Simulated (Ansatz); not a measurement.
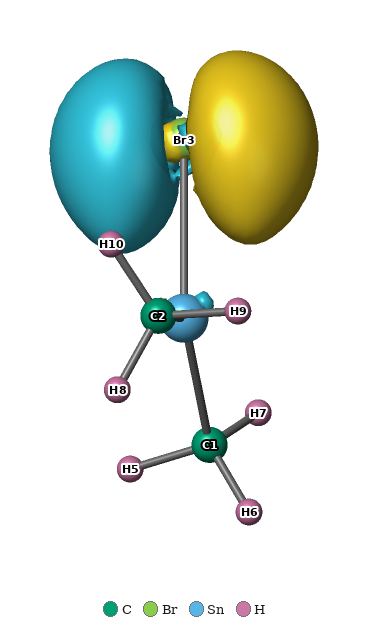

The picture shows: C2H6BrSn (charge +1). The HOMO−1 at ±0.15 Å⁻³ᐟ² (yellow and cyan are the two phases), seen at an oblique angle.

Geometry: B3LYP-D3(BJ)/def2-SVP; core potentials replace the inner electrons of Sn.

Computed with Ansatz 0.2.0, isolated molecule in a Gaussian basis; Kohn-Sham density functional theory, functional PBE0.

The calculation's input:

```
basis:
  gaussian: {orbitals: def2-TZVPD}
crystal:
  periodic: [false, false, false]
  atoms:
    - symbol: C
      position_ang: [-0.507995, -0.547661, -1.430887]
    - symbol: C
      position_ang: [-3.779071, 1.031426, 0.083841]
    - symbol: Br
      position_ang: [-1.431823, -1.096747, 2.257588]
    - symbol: Sn
      position_ang: [-1.959673, -0.104320, 0.084416]
    - symbol: H
      position_ang: [0.251737, 0.248824, -1.387734]
    - symbol: H
      position_ang: [-1.004575, -0.554039, -2.411093]
    - symbol: H
      position_ang: [-0.057588, -1.519708, -1.188719]
    - symbol: H
      position_ang: [-3.693670, 1.842234, -0.652967]
    - symbol: H
      position_ang: [-4.588068, 0.338547, -0.197036]
    - symbol: H
      position_ang: [-3.936522, 1.412214, 1.101887]
total_charge: 1
hamiltonian: {xc: pbe0}
output: {forces: true, orbitals: {seedname: orbitals}}
```

Launched as:

```sh
ansatz run input.yaml --threads 2 --pin off --max-ram 4350MiB --events-out events.jsonl --progress --plain --runs-dir runs
```

Describe this orbital and give its energy.

Answer. It lies mainly on Br3 (about 90 %) and Sn4 (about 10 %); largely a lone pair of Br3. Its energy is −13.41 eV.
